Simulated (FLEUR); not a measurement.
# Magnetic state of CrCoGe from several starts, part 2 of 3

Aim: find out whether CrCoGe carries moments, and which collinear order costs least.

FLEUR MaX-R8.1; PBEsol; all-electron FLAPW, Dirac cores, scalar-relativistic bands.

So far, largest spin moment in the muffin-tin sphere (μB): step 2 (order 1, typed as ferro ++++) 1.82.

### 3. Start 2: antiferro +-+-

Reversing part of the moments tests the sign of the couplings between them.

The seed on Co dies away in this run, so the pattern is judged on the other seeded atoms.

The input, inp.xml:

```
<?xml version="1.0" encoding="UTF-8" standalone="no"?>
<fleurInput fleurInputVersion="0.39">
   <comment>
      CrCoGe
   </comment>
   <calculationSetup>
      <cutoffs Kmax="3.76" Gmax="11.3" GmaxXC="11.3" numbands="0"/>
      <scfLoop itmax="90" minDistance="0.00002" maxIterBroyd="15" imix="Anderson" alpha="0.05" precondParam="0.0" spinf="2.0" sdNocoIR="T"/>
      <coreElectrons ctail="T" frcor="F" kcrel="0" coretail_lmax="0"/>
      <xcFunctional name="PBEs" relativisticCorrections="F"/>
      <magnetism jspins="2"/>
      <soc l_soc="F" theta="0.0" phi="0.0" spav="F"/>
      <expertModes spex="0" secvar="F"/>
      <geometryOptimization l_f="F" forcealpha="1.0" forcemix="BFGS" epsdisp="0.00001" epsforce="0.00001"/>
      <ldaU l_linMix="F" mixParam="0.05" spinf="1.0"/>
   </calculationSetup>
   <cell>
      <bzIntegration valenceElectrons="90.0" mode="hist" fermiSmearingEnergy="0.00183747">
         <kPointListSelection listName="default-1"/>
         <xi:include xmlns:xi="http://www.w3.org/2001/XInclude" href="kpts.xml"> </xi:include>
      </bzIntegration>
      <xi:include xmlns:xi="http://www.w3.org/2001/XInclude" href="sym.xml"> </xi:include>
      <bulkLattice scale="1.0">
         <bravaisMatrix>
            <row-1>    7.7327593018820959     0.0000000000000000     0.0000000000000000</row-1>
            <row-2>   -3.8663796509315995     6.6967659967716555     0.0000000000000000</row-2>
            <row-3>    0.0000000000000000     0.0000000000000000     9.7226409110669980</row-3>
         </bravaisMatrix>
      </bulkLattice>
   </cell>
   <atomSpecies>
      <species name="Chromium (2.501" element="Cr" atomicNumber="24">
         <mtSphere radius="2.37" gridPoints="783" logIncrement="0.015"/>
         <atomicCutoffs lmax="8" lnonsphr="6"/>
         <electronConfig flipSpins="F">
            <coreConfig>(1s1/2) (2s1/2) (2p1/2) (2p3/2)</coreConfig>
            <valenceConfig>(3s1/2) (3p1/2) (3p3/2) (4s1/2) (3d3/2) (3d5/2)</valenceConfig>
            <stateOccupation state="(4s1/2)" spinUp="0.5" spinDown="0.5"/>
            <stateOccupation state="(3d3/2)" spinUp="1.0" spinDown="1.0"/>
            <stateOccupation state="(3d5/2)" spinUp="2.7505" spinDown="0.2495"/>
         </electronConfig>
         <energyParameters s="4" p="4" d="3" f="4"/>
         <lo type="SCLO" l="0" n="3" eDeriv="0"/>
         <lo type="SCLO" l="1" n="3" eDeriv="0"/>
      </species>
      <species name="Chromium (-2.501" element="Cr" atomicNumber="24">
         <mtSphere radius="2.37" gridPoints="783" logIncrement="0.015"/>
         <atomicCutoffs lmax="8" lnonsphr="6"/>
         <electronConfig flipSpins="F">
            <coreConfig>(1s1/2) (2s1/2) (2p1/2) (2p3/2)</coreConfig>
            <valenceConfig>(3s1/2) (3p1/2) (3p3/2) (4s1/2) (3d3/2) (3d5/2)</valenceConfig>
            <stateOccupation state="(4s1/2)" spinUp="0.5" spinDown="0.5"/>
            <stateOccupation state="(3d3/2)" spinUp="1.0" spinDown="1.0"/>
            <stateOccupation state="(3d5/2)" spinUp="0.2495" spinDown="2.7505"/>
         </electronConfig>
         <energyParameters s="4" p="4" d="3" f="4"/>
         <lo type="SCLO" l="0" n="3" eDeriv="0"/>
         <lo type="SCLO" l="1" n="3" eDeriv="0"/>
      </species>
      <species name="Cobalt (Co2.000" element="Co" atomicNumber="27">
         <mtSphere radius="2.18" gridPoints="721" logIncrement="0.017"/>
         <atomicCutoffs lmax="8" lnonsphr="6"/>
         <electronConfig flipSpins="F">
            <coreConfig>(1s1/2) (2s1/2) (2p1/2) (2p3/2)</coreConfig>
            <valenceConfig>(3s1/2) (3p1/2) (3p3/2) (4s1/2) (3d3/2) (3d5/2)</valenceConfig>
            <stateOccupation state="(3d3/2)" spinUp="1.5" spinDown="1.3"/>
            <stateOccupation state="(3d5/2)" spinUp="3.0" spinDown="1.2"/>
         </electronConfig>
         <energyParameters s="4" p="4" d="3" f="4"/>
         <lo type="SCLO" l="0" n="3" eDeriv="0"/>
         <lo type="SCLO" l="1" n="3" eDeriv="0"/>
      </species>
      <species name="Cobalt (Co-2.000" element="Co" atomicNumber="27">
         <mtSphere radius="2.18" gridPoints="721" logIncrement="0.017"/>
         <atomicCutoffs lmax="8" lnonsphr="6"/>
         <electronConfig flipSpins="F">
            <coreConfig>(1s1/2) (2s1/2) (2p1/2) (2p3/2)</coreConfig>
            <valenceConfig>(3s1/2) (3p1/2) (3p3/2) (4s1/2) (3d3/2) (3d5/2)</valenceConfig>
            <stateOccupation state="(3d3/2)" spinUp="1.3" spinDown="1.5"/>
            <stateOccupation state="(3d5/2)" spinUp="1.2" spinDown="3.0"/>
         </electronConfig>
         <energyParameters s="4" p="4" d="3" f="4"/>
         <lo type="SCLO" l="0" n="3" eDeriv="0"/>
         <lo type="SCLO" l="1" n="3" eDeriv="0"/>
      </species>
      <species name="Germanium (Ge)" element="Ge" atomicNumber="32">
         <mtSphere radius="2.18" gridPoints="721" logIncrement="0.017"/>
         <atomicCutoffs lmax="8" lnonsphr="6"/>
         <electronConfig flipSpins="F">
            <coreConfig>(1s1/2) (2s1/2) (2p1/2) (2p3/2) (3s1/2) (3p1/2) (3p3/2)</coreConfig>
            <valenceConfig>(4s1/2) (3d3/2) (3d5/2) (4p1/2) (4p3/2)</valenceConfig>
            <stateOccupation state="(4p1/2)" spinUp="0.333333" spinDown="0.333333"/>
            <stateOccupation state="(4p3/2)" spinUp="0.666667" spinDown="0.666667"/>
         </electronConfig>
         <energyParameters s="4" p="4" d="3" f="4"/>
      </species>
   </atomSpecies>
   <atomGroups>
      <atomGroup species="Chromium (2.501">
         <relPos label="                   1">.0000000000 .0000000000 .0000000000</relPos>
         <force calculate="T" relaxXYZ="TTT"/>
      </atomGroup>
      <atomGroup species="Chromium (-2.501">
         <relPos label="                   2">.0000000000 .0000000000 1.000/2.000</relPos>
         <force calculate="T" relaxXYZ="TTT"/>
      </atomGroup>
      <atomGroup species="Cobalt (Co2.000">
         <relPos label="                   3">1.000/3.000 -1.000/3.000 1.000/4.000</relPos>
         <force calculate="T" relaxXYZ="TTT"/>
      </atomGroup>
      <atomGroup species="Cobalt (Co-2.000">
         <relPos label="                   4">-1.000/3.000 1.000/3.000 -1.000/4.000</relPos>
         <force calculate="T" relaxXYZ="TTT"/>
      </atomGroup>
      <atomGroup species="Germanium (Ge)">
         <relPos label="                   5">1.000/3.000 -1.000/3.000 -1.000/4.000</relPos>
         <force calculate="T" relaxXYZ="TTT"/>
      </atomGroup>
      <atomGroup species="Germanium (Ge)">
         <relPos label="                   6">-1.000/3.000 1.000/3.000 1.000/4.000</relPos>
         <force calculate="T" relaxXYZ="TTT"/>
      </atomGroup>
   </atomGroups>
   <output dos="F" band="F" slice="F">
      <bandDOS minEnergy="-.5*Htr" maxEnergy="0.5*Htr" sigma="0.015" storeEVData="T"/>
      <plotting iplot="0" polar="F">
         <plot TwoD="T" vec1="  1.0  0.0  0.0" vec2="  0.0  1.0  0.0" vec3="  0.0  0.0  1.0" zero="  0.0  0.0  0.0" file="plot"/>
      </plotting>
      <moessbauerParams electricFieldGradient="F" isomerShift="F" coreHyperfine="F" valenceHyperfine="F"/>
   </output>
</fleurInput>
```

The input, crystal.txt:

```
CrCoGe
&input film=F cartesian=F /
4.09200000001  0.00000000000  0.00000000000
-2.04600000000  3.54377595229  0.00000000000
0.00000000000  0.00000000000  5.14500000000
1.8897261246
1.0 1.0 1.0

6
24 0.00000000000  0.00000000000  0.00000000000 : 2.501
24 0.00000000000  0.00000000000  0.50000000000 : -2.501
27 0.33333333333  0.66666666667  0.25000000000 : 2.000
27 0.66666666667  0.33333333333  0.75000000000 : -2.000
32 0.33333333333  0.66666666667  0.75000000000
32 0.66666666667  0.33333333333  0.25000000000

&kpt div1=8 div2=8 div3=8 gamma=T /
```

Run with:

```sh
$ OMP_NUM_THREADS=1 inpgen -f crystal.txt > inpgen.log  # inp.xml is then edited as shown
$ OMP_NUM_THREADS=1 mpirun -n 4 fleur_MPI > fleur.log
```

What it wrote:

```text
[banner, memory and clock lines left out]
Welcome to FLEUR        (www.flapw.de)
      MaX-Release 8.1          (www.max-centre.eu)

 ========== k-point set info ==========
 Selected k-point list: default-1
 k-point list type: mesh
 0 x 0 x 0
 Number of k points: 68

 ------------Calculation Setup---------------------------
 Number of PE/node        :            4
 Number of OMP-threads    :            1
 k-points in parallel     :            4
 pe's per k-point         :            1
 No of k-point loops      :           17
 Eigenvalue solver        :       lapack
 Number of basis functions:          496
 Approximate size of matrices (H+S) per k-point:         0.007 GB
 Iteration:     1   Distance:      57.56878286 me/bohr^3
 Iteration:     2   Distance:      26.66470128 me/bohr^3
 Iteration:     3   Distance:      21.42496885 me/bohr^3
 Iteration:     4   Distance:      23.14124905 me/bohr^3
 Iteration:     5   Distance:      17.81774329 me/bohr^3
 Iteration:     6   Distance:      13.27390226 me/bohr^3
 Iteration:     7   Distance:       8.25512892 me/bohr^3
 Iteration:     8   Distance:       8.75174297 me/bohr^3
 Iteration:     9   Distance:       5.95739373 me/bohr^3
 Iteration:    10   Distance:       5.51836094 me/bohr^3
[... 24 iterations left out ...]
 Iteration:    35   Distance:       0.00167686 me/bohr^3
 Iteration:    36   Distance:       0.00138211 me/bohr^3
 Iteration:    37   Distance:       0.00072967 me/bohr^3
 Iteration:    38   Distance:       0.00069202 me/bohr^3
 Iteration:    39   Distance:       0.00049484 me/bohr^3
 Iteration:    40   Distance:       0.00019376 me/bohr^3
 Iteration:    41   Distance:       0.00009458 me/bohr^3
 Iteration:    42   Distance:       0.00004539 me/bohr^3
 Iteration:    43   Distance:       0.00003403 me/bohr^3
 Iteration:    44   Distance:       0.00001927 me/bohr^3

 ********************************************************************
 Run finished successfully
 Stop message:
   all done
 ********************************************************************

--- out.xml (last complete iteration) ---
<iteration numberForCurrentRun="   44" overallNumber="   44">
         [... left out ...]
         <bandgap value="0.0050406372" units="eV"/>
         <sumValenceSingleParticleEnergies value="-55.1428730178" units="Htr"/>
         <FermiEnergy value="0.4027188948" units="Htr"/>
         <valenceDensity>
            <mtCharges spin="1">
               <mtCharge atomType="1" total="7.5978619" s="1.1565728" p="3.1691539" d="3.2557819" f="0.0135046"/>
               <mtCharge atomType="2" total="5.1670838" s="1.1301560" p="3.1487711" d="0.8693260" f="0.0153260"/>
               <mtCharge atomType="3" total="7.9451937" s="1.1634135" p="3.1578917" d="3.6155423" f="0.0069844"/>
               <mtCharge atomType="4" total="7.9451929" s="1.1634135" p="3.1578918" d="3.6155414" f="0.0069844"/>
               <mtCharge atomType="5" total="6.0571884" s="0.4881642" p="0.5624104" d="4.9932423" f="0.0106704"/>
               <mtCharge atomType="6" total="6.0571883" s="0.4881641" p="0.5624103" d="4.9932423" f="0.0106704"/>
            </mtCharges>
            <mtCharges spin="2">
               <mtCharge atomType="1" total="5.1670828" s="1.1301559" p="3.1487709" d="0.8693253" f="0.0153260"/>
               <mtCharge atomType="2" total="7.5978613" s="1.1565728" p="3.1691539" d="3.2557814" f="0.0135046"/>
               <mtCharge atomType="3" total="7.9451932" s="1.1634135" p="3.1578918" d="3.6155417" f="0.0069844"/>
               <mtCharge atomType="4" total="7.9451940" s="1.1634135" p="3.1578918" d="3.6155426" f="0.0069844"/>
               <mtCharge atomType="5" total="6.0571886" s="0.4881642" p="0.5624105" d="4.9932423" f="0.0106704"/>
               <mtCharge atomType="6" total="6.0571883" s="0.4881641" p="0.5624104" d="4.9932423" f="0.0106704"/>
            </mtCharges>
            <spinDependentCharge spin="1" total="45.0000005" interstitial="4.2302914" mtSpheres="40.7697090"/>
            <spinDependentCharge spin="2" total="44.9999995" interstitial="4.2302913" mtSpheres="40.7697083"/>
            <totalCharge value="89.9999999999"/>
         </valenceDensity>
         [... left out ...]
         <magneticMomentsInMTSpheres units="muBohr">
            <globalMagMoment atomType="1" vec="0.00000   0.00000   2.43078"/>
            <localMagMoment atomType="1" vec="0.00000   0.00000   2.43078"/>
            <globalMagMoment atomType="2" vec="0.00000   0.00000  -2.43078"/>
            <localMagMoment atomType="2" vec="0.00000   0.00000  -2.43078"/>
            <globalMagMoment atomType="3" vec="0.00000   0.00000   0.00000"/>
            <localMagMoment atomType="3" vec="0.00000   0.00000   0.00000"/>
            <globalMagMoment atomType="4" vec="0.00000   0.00000   0.00000"/>
            <localMagMoment atomType="4" vec="0.00000   0.00000   0.00000"/>
            <globalMagMoment atomType="5" vec="0.00000   0.00000   0.00000"/>
            <localMagMoment atomType="5" vec="0.00000   0.00000   0.00000"/>
            <globalMagMoment atomType="6" vec="0.00000   0.00000   0.00000"/>
            <localMagMoment atomType="6" vec="0.00000   0.00000   0.00000"/>
         </magneticMomentsInMTSpheres>
         [... left out ...]
         <totalEnergy value="    -9079.3418821221" units="Htr">
            <sumOfEigenvalues value="    -5220.4279811760">
               <coreElectrons value="-5165.2851081583"/>
               <valenceElectrons value="-55.1428730178"/>
            </sumOfEigenvalues>
            <densityCoulombPotentialIntegral value="-13969.0088739971"/>
            <densityEffectivePotentialIntegral value="-14452.6242825978"/>
            <chargeDenXCDenIntegral value="-369.0302568260"/>
            <FockExchangeEnergyValence value="0.0000000000"/>
            <FockExchangeEnergyCore value="0.0000000000"/>
         [... left out ...]
            <tkbTimesEntropy value="0.0015808820"/>
            <freeEnergy value="-9079.3434630041"/>
            <extrapolationTo0K value="-9079.3426725631"/>
         </totalEnergy>
         <densityConvergence units="me/bohr^3">
            <chargeDensity spin="1" distance="0.0000129996"/>
            <chargeDensity spin="2" distance="0.0000135729"/>
            <overallChargeDensity distance="0.0000183103"/>
            <spinDensity distance="0.0000192654"/>
         </densityConvergence>
      </iteration>
```

It took 11 min on 4 MPI ranks of Arm Neoverse N1, shared host; peak memory 0.43 GiB.

Spin moment in the muffin-tin sphere by atom:

```tsv
atom	spin moment in the muffin-tin sphere (μB)
Cr1	2.43
Cr2	-2.43
Co3	0.00
Co4	0.00
Ge5	0.00
Ge6	0.00
```

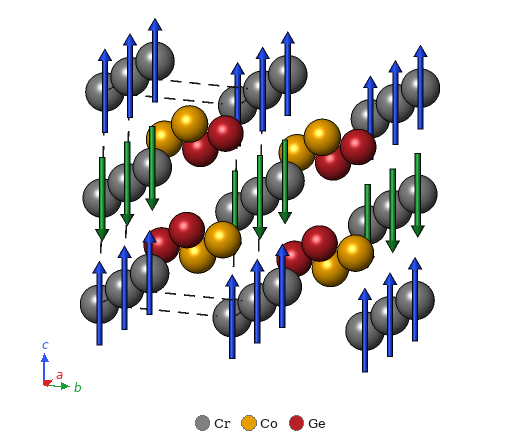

Spin moment in the muffin-tin sphere as arrows, the longest 2.43 μB. Up and down stand for the sign. Arrows give size and sign along the axis of quantisation, drawn up and down the page. The two directions have two colours. 2×2×1 cells are drawn. Some periodic images of atoms are drawn too.

This step gave:

- free energy: -247061.5218 eV
- program's band gap on this mesh (in a metal only a level spacing): 0.005041 eV
- magnetization: 0 μB
- final state: antiferromagnetic

It lies 65.3 meV a seeded atom under the first start, and its largest moment is 2.43 μB against 1.82 μB.

### 4. Run 3 (ferri +++-)

An opposed order shows whether neighbours prefer unlike signs.

inp.xml, as its differences from that of step 3:

```diff
@@ -40,16 +40,2 @@
             <stateOccupation state="(3d5/2)" spinUp="2.7505" spinDown="0.2495"/>
-         </electronConfig>
-         <energyParameters s="4" p="4" d="3" f="4"/>
-         <lo type="SCLO" l="0" n="3" eDeriv="0"/>
-         <lo type="SCLO" l="1" n="3" eDeriv="0"/>
-      </species>
-      <species name="Chromium (-2.501" element="Cr" atomicNumber="24">
-         <mtSphere radius="2.37" gridPoints="783" logIncrement="0.015"/>
-         <atomicCutoffs lmax="8" lnonsphr="6"/>
-         <electronConfig flipSpins="F">
-            <coreConfig>(1s1/2) (2s1/2) (2p1/2) (2p3/2)</coreConfig>
-            <valenceConfig>(3s1/2) (3p1/2) (3p3/2) (4s1/2) (3d3/2) (3d5/2)</valenceConfig>
-            <stateOccupation state="(4s1/2)" spinUp="0.5" spinDown="0.5"/>
-            <stateOccupation state="(3d3/2)" spinUp="1.0" spinDown="1.0"/>
-            <stateOccupation state="(3d5/2)" spinUp="0.2495" spinDown="2.7505"/>
          </electronConfig>
@@ -100,5 +86,2 @@
          <relPos label="                   1">.0000000000 .0000000000 .0000000000</relPos>
-         <force calculate="T" relaxXYZ="TTT"/>
-      </atomGroup>
-      <atomGroup species="Chromium (-2.501">
          <relPos label="                   2">.0000000000 .0000000000 1.000/2.000</relPos>
```

crystal.txt, as its differences from that of step 3:

```diff
@@ -10,3 +10,3 @@
 24 0.00000000000  0.00000000000  0.00000000000 : 2.501
-24 0.00000000000  0.00000000000  0.50000000000 : -2.501
+24 0.00000000000  0.00000000000  0.50000000000 : 2.501
 27 0.33333333333  0.66666666667  0.25000000000 : 2.000
```

What it wrote:

```text
[banner, memory and clock lines left out]
Welcome to FLEUR        (www.flapw.de)
      MaX-Release 8.1          (www.max-centre.eu)

 ========== k-point set info ==========
 Selected k-point list: default-1
 k-point list type: mesh
 0 x 0 x 0
 Number of k points: 52

 [... set-up left out ...]
 Iteration:     1   Distance:      57.82731219 me/bohr^3
 Iteration:     2   Distance:      28.71425318 me/bohr^3
 Iteration:     3   Distance:      30.03811657 me/bohr^3
 Iteration:     4   Distance:      33.44162665 me/bohr^3
 Iteration:     5   Distance:      19.37660165 me/bohr^3
[...]
<sumOfEigenvalues value="    -5220.7594859430">
               <coreElectrons value="-5165.4849758667"/>
               <valenceElectrons value="-55.2745100764"/>
            </sumOfEigenvalues>
         [... left out ...]
            <freeEnergy value="-9079.3338686904"/>
            <extrapolationTo0K value="-9079.3330639574"/>
         </totalEnergy>
         <densityConvergence units="me/bohr^3">
            <chargeDensity spin="1" distance="0.0000084474"/>
            <chargeDensity spin="2" distance="0.0000059293"/>
            <overallChargeDensity distance="0.0000075219"/>
            <spinDensity distance="0.0000125081"/>
         </densityConvergence>
      </iteration>
```

Run time: 8.4 min. Hardware: 4 MPI ranks; peak memory 0.37 GiB.

Spin moment in the muffin-tin sphere by atom:

```tsv
atom	spin moment in the muffin-tin sphere (μB)
Cr1	1.82
Cr2	1.82
Co3	0.50
Co4	0.50
Ge5	-0.05
Ge6	-0.05
```

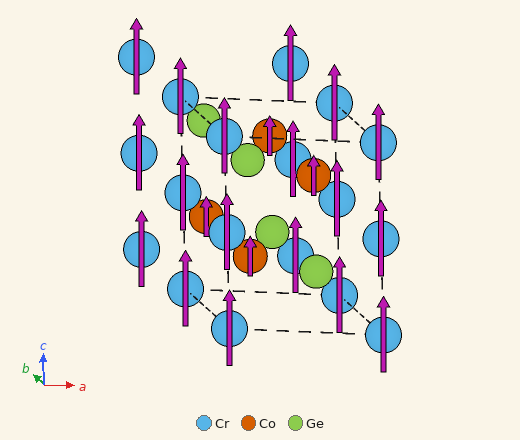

Spin moment in the muffin-tin sphere as arrows, the longest 1.82 μB. Up and down stand for the sign. Arrows give size and sign along the axis of quantisation, drawn up and down the page. Each arrow also spans its atom, so small moments look longer than they are. 1×2×1 cells are drawn. Some periodic images of atoms are drawn too.

This step gave:

```yaml
free_energy: -247061.2608 eV
program_s_band_gap_on_this_mesh_in_a_metal_only_a_level_spacing: 0.003028 eV
magnetization: 4.691 μB
final_state: ferromagnetic, with opposed induced moments
```

The typed pattern was not kept: a seeded moment turned or collapsed.

It lies level with the first start, and its largest moment is 1.82 μB against 1.82 μB.

(Part 2 of 3 ends here.)

[Logs and program files are shortened in this print: banners, set-up blocks, solver, clock and traceback lines can be left out without a mark of their own.]

[Logs are printed without paths, hosts, clocks, repeated set-up lines and the standing remarks that a program may print on its own settings, such as how far it seeks lower states.]

[Hosts, paths, dates, database ids (printed as entryN), source tags and the programs' standing remarks are cut or masked in the printed files.]

[Where a cell is said to come from a database of computed structures, the database is the Materials Project.]
